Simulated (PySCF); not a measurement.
```yaml
atoms:
  - { symbol: Cl, position_ang: [-0.3934, 2.0654, -0.0003] }
  - { symbol: Al, position_ang: [-0.0138, 0.0866, -0.0052] }
  - { symbol: Br, position_ang: [2.0882, -0.7129, -0.0137] }
  - { symbol: Br, position_ang: [-1.6708, -1.4344, -0.0037] }
```

Geometry: GFN2-xTB.

Computed with B3LYP/def2-SVPD, SCF density, gas phase in PySCF 2.14.0.

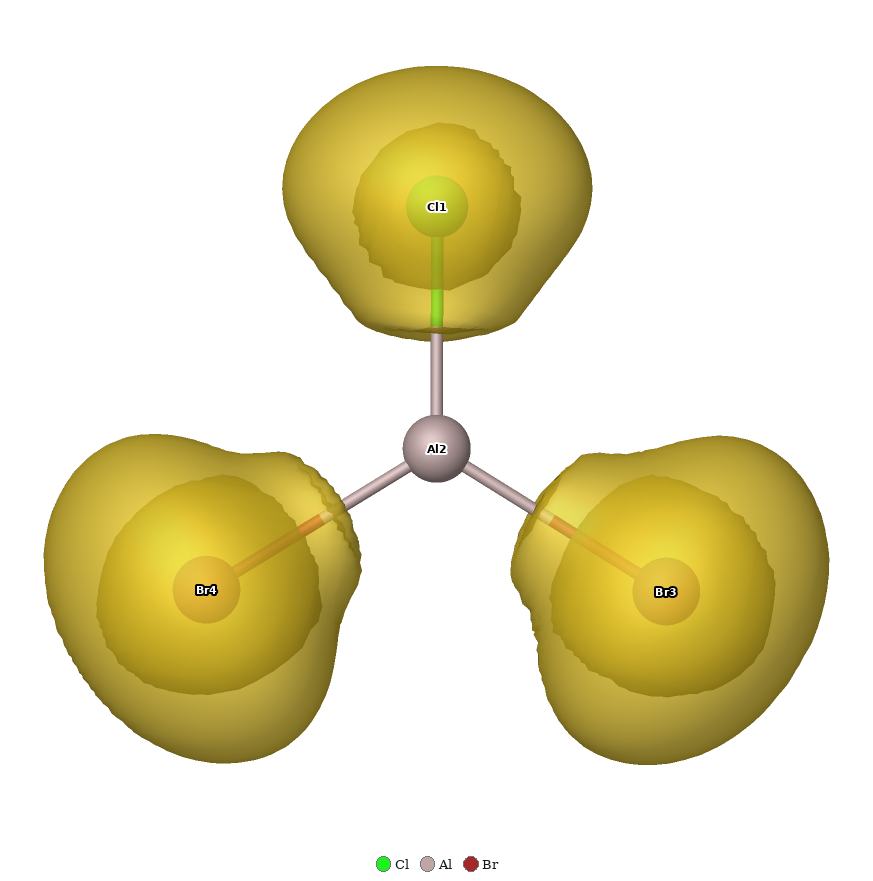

AlBr2Cl (SMILES [Cl][Al]([Br])[Br]). Isosurface of the ELF at 0.75 (yellow), seen at a tilt. Core shells and regions of very low density are left out.

Q: Describe the localisation domains.

A: The surface consists of two regions on Br in which the atom's valence shell and bonds are merged and one region on Cl in which the atom's valence shell and bonds are merged.

Values along the shortest contacts:
Al–Cl (2.01 Å): the ELF peaks at about 0.90 in the valence shell of Cl, 0.9 Å from its nucleus, and is about 0.80 at the midpoint. Al–Br (2.25 Å): the ELF peaks at about 0.85 in the valence shell of Br, 1.1 Å from its nucleus, and is about 0.85 at the midpoint.
